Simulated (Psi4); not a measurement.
**GaCNCl2 (SMILES N#[C][Ga]([Cl])[Cl]): BP86/def2-SVP (sweep point 8)**

What is the vertical singlet–triplet gap of GaCNCl2 at BP86/def2-SVP (sweep point 8)? The job is set up through a Python script.

The results are computed with Psi4 1.11.

5 further runs of the same task are left out: 1 that didn't finish, 4 set aside as unsound or not needed.

### Step 1. The molecule

GaCNCl2: 5 atoms, total charge 0, spin state singlet. SMILES: `N#[C][Ga]([Cl])[Cl]`. The shape is that of a PBE0-D4/def2-TZVP optimisation.

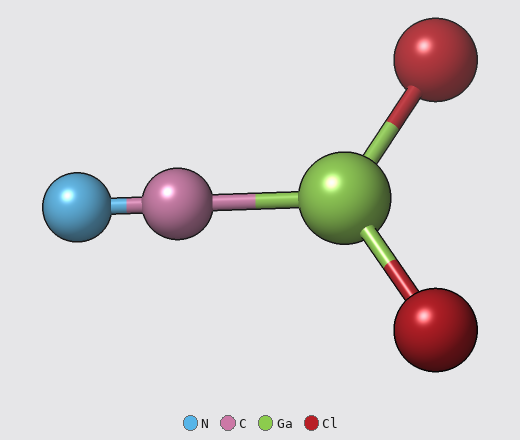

Viewed from a chosen angle; nitrogen blue, carbon pink, gallium green, chlorine red.

### Step 2. A single-point energy at BP86/def2-SVP (sweep point 8)

Contents of ccl2gan.py:

```python
import psi4

psi4.set_memory(1600000000)
psi4.set_num_threads(1)
psi4.set_output_file('ccl2gan.out', False)

molecule = psi4.geometry("""
0 1
N      1.71889488    -2.49084800     3.61693580
C      0.93257984    -1.35115418     1.93734722
Ga    -0.37681139     0.54556393    -0.86114819
Cl    -3.27961969    -0.99437389    -3.10519797
Cl     1.09925369     4.15172830    -1.66636050
units au
symmetry c1
""")

options = {'reference': 'rks', 'puream': True, 'scf_type': 'pk', 'dft_radial_points': 250, 'dft_spherical_points': 1202}
psi4.set_options(options)

e_tot = psi4.energy("bp86/def2-SVP")
print(f'total energy {e_tot:.8f} hartree = {e_tot * 27.211386:.5f} eV')
```

Run with:

```bash
$ python ccl2gan.py
```

ccl2gan.out:

```text
[...]
  Running in c1 symmetry.
[...]
  Nuclear repulsion =  473.692743329107657
[...]
  Multiplicity = 1
[...]
  Nalpha       = 39
  Nbeta        = 39
[...]
    Number of basis functions: 96
[...]
   @RKS iter   1: -2935.67882818163844   -9.92236e-01   2.86470e-02 ADIIS/DIIS
[...]
   @RKS iter  12: -2937.94693391235023   -1.22232e-08   2.73387e-07 DIIS
[...]
    Orbital Energies [Eh]
    ---------------------
    Doubly Occupied:
       1A   -371.110794     2A   -100.727571     3A   -100.727556
       4A    -45.428070     5A    -40.284952     6A    -40.281292
       7A    -40.281033     8A    -14.040092     9A     -9.959769
      10A     -9.211852    11A     -9.211834    12A     -7.039810
      13A     -7.039794    14A     -7.033344    15A     -7.033324
      16A     -7.031999    17A     -7.031978    18A     -5.360133
      19A     -3.693742    20A     -3.686144    21A     -3.684290
      22A     -0.842048    23A     -0.838494    24A     -0.835403
      25A     -0.824449    26A     -0.823437    27A     -0.822908
      28A     -0.765344    29A     -0.750995    30A     -0.506065
      31A     -0.407207    32A     -0.376097    33A     -0.344210
      34A     -0.332561    35A     -0.332074    36A     -0.326949
[...]
  @RKS Final Energy: -2937.94693391235023
   => Energetics <=
    Nuclear Repulsion Energy =            473.6927433291076568
    One-Electron Energy =               -5021.6059509999849979
    Two-Electron Energy =                1754.1523971718993380
    DFT Exchange-Correlation Energy =    -144.1861234133722576
    Empirical Dispersion Energy =           0.0000000000000000
    VV10 Nonlocal Energy =                  0.0000000000000000
    Total Energy =                      -2937.9469339123502323
[...]
 Multipole Moments:
 ------------------------------------------------------------------------------------
     Multipole            Electronic (a.u.)      Nuclear  (a.u.)        Total (a.u.)
 ------------------------------------------------------------------------------------
 L = 1.  Multiply by 2.5417464519 to convert [e a0] to [Debye]
 Dipole X            :         -0.8303801            0.5579860           -0.2723941
 Dipole Y            :          1.2037377           -0.8087440            0.3949937
 Dipole Z            :         -1.7742949            1.1922141           -0.5820808
 Magnitude           :                                                    0.7543452
[...]
```

Standard output:

```text
total energy -2937.94693391 hartree = -79945.60807 eV
```

Run time: 38 s. Hardware: 1 thread of AMD EPYC 7R43 (Zen 3), shared host; peak memory 1 GiB.

### Step 3. The triplet, same level

Contents of run.py:

```python
import psi4

psi4.set_memory(1600000000)
psi4.set_num_threads(1)
psi4.core.set_output_file('ccl2gan.out', False)

m = psi4.geometry("""
0 3
N      1.71889488    -2.49084800     3.61693580
C      0.93257984    -1.35115418     1.93734722
Ga    -0.37681139     0.54556393    -0.86114819
Cl    -3.27961969    -0.99437389    -3.10519797
Cl     1.09925369     4.15172830    -1.66636050
units au
symmetry c1
""")

psi4.set_options({
    'basis': 'def2-SVP',
    'reference': 'uks',
    'puream': True,
    'scf_type': 'pk',
    'dft_radial_points': 250,
    'dft_spherical_points': 1202,
    'maxiter': 100,
})

e = psi4.energy("bp86")
print(f'total energy {e:.8f} hartree = {e * 27.211386:.5f} eV')
for k, v in sorted(psi4.core.scalar_variables().items()):
    print(f'{k:45s} {v:18.10f}')
```

Run with:

```bash
$ python run.py
```

ccl2gan.out:

```text
[...]
  Running in c1 symmetry.
[...]
  Nuclear repulsion =  473.692743329107657
[...]
  Multiplicity = 3
[...]
  Nalpha       = 40
  Nbeta        = 38
[...]
    Number of basis functions: 96
[...]
   @UKS iter   1: -2935.19023655114779   -5.03644e-01   2.93722e-02 ADIIS/DIIS
[...]
   @UKS iter  28: -2937.75777400968263   -3.00977e-07   6.88233e-07 DIIS
[...]
   @S^2 Observed:                2.003863068E+00
[...]
    Orbital Energies [Eh]
    ---------------------
    Alpha Occupied:
       1A   -371.084415     2A   -100.751760     3A   -100.751757
       4A    -45.403033     5A    -40.257675     6A    -40.257334
       7A    -40.257072     8A    -14.060471     9A     -9.984294
      10A     -9.235713    11A     -9.235706    12A     -7.063995
      13A     -7.063991    14A     -7.059144    15A     -7.059127
      16A     -7.054701    17A     -7.054690    18A     -5.333605
      19A     -3.663120    20A     -3.661134    21A     -3.660224
      22A     -0.858071    23A     -0.827223    24A     -0.825612
      25A     -0.801225    26A     -0.796179    27A     -0.794415
      28A     -0.770802    29A     -0.762094    30A     -0.507825
      31A     -0.421115    32A     -0.391708    33A     -0.372866
      34A     -0.354271    35A     -0.345776    36A     -0.342131
[...]
  @UKS Final Energy: -2937.75777400968263
   => Energetics <=
    Nuclear Repulsion Energy =            473.6927433291076568
    One-Electron Energy =               -5021.3819667349607698
    Two-Electron Energy =                1754.0480492443030016
    DFT Exchange-Correlation Energy =    -144.1165998481324948
    Empirical Dispersion Energy =           0.0000000000000000
    VV10 Nonlocal Energy =                  0.0000000000000000
    Total Energy =                      -2937.7577740096826346
[...]
 Multipole Moments:
 ------------------------------------------------------------------------------------
     Multipole            Electronic (a.u.)      Nuclear  (a.u.)        Total (a.u.)
 ------------------------------------------------------------------------------------
 L = 1.  Multiply by 2.5417464519 to convert [e a0] to [Debye]
 Dipole X            :         -0.8594657            0.5579860           -0.3014797
 Dipole Y            :          1.2408392           -0.8087440            0.4320951
 Dipole Z            :         -1.8328854            1.1922141           -0.6406713
 Magnitude           :                                                    0.8294913
[...]
```

The script printed:

```text
total energy -2937.75777401 hartree = -79940.46076 eV
CURRENT ENERGY                                  -2937.7577740097
CURRENT REFERENCE ENERGY                        -2937.7577740097
DD SOLVATION ENERGY                                 0.0000000000
DFT FUNCTIONAL TOTAL ENERGY                     -2937.7577740097
DFT TOTAL ENERGY                                -2937.7577740097
DFT VV10 ENERGY                                     0.0000000000
DFT XC ENERGY                                    -144.1165998481
GRID ELECTRONS ALPHA                               39.9999998328
GRID ELECTRONS BETA                                37.9999998378
GRID ELECTRONS TOTAL                               77.9999996706
NUCLEAR REPULSION ENERGY                          473.6927433291
ONE-ELECTRON ENERGY                             -5021.3819667350
PCM POLARIZATION ENERGY                             0.0000000000
PE ENERGY                                           0.0000000000
SCF ITERATION ENERGY                            -2937.7577740097
SCF ITERATIONS                                     28.0000000000
SCF TOTAL ENERGY                                -2937.7577740097
TWO-ELECTRON ENERGY                              1754.0480492443
XC GRID RADIAL POINTS                             250.0000000000
XC GRID SPHERICAL POINTS                         1202.0000000000
XC GRID TOTAL POINTS                          1401188.0000000000
```

Run time: 2 min. Hardware: 1 thread of AMD EPYC 7R43 (Zen 3), shared host; peak memory 1 GiB.

### Step 4. Summary of results

Level: BP86/def2-SVP (sweep point 8).

```
                                        quantity           value
                           singlet: total energy  -2937.94693 Eh
                          singlet: dipole moment          1.92 D
                            singlet: HOMO energy        -8.32 eV
                            singlet: LUMO energy        -3.32 eV
                          singlet: HOMO–LUMO gap         5.01 eV
                           triplet: total energy  -2937.75777 Eh
                          triplet: dipole moment          2.11 D
     triplet: HOMO energy (highest over α and β)        -3.46 eV
                                   triplet: ⟨S²⟩           2.004
vertical energy of the triplet above the singlet        5.147 eV
```

In words: At this shape the triplet lies 5.15 eV (497 kJ/mol) above the singlet.
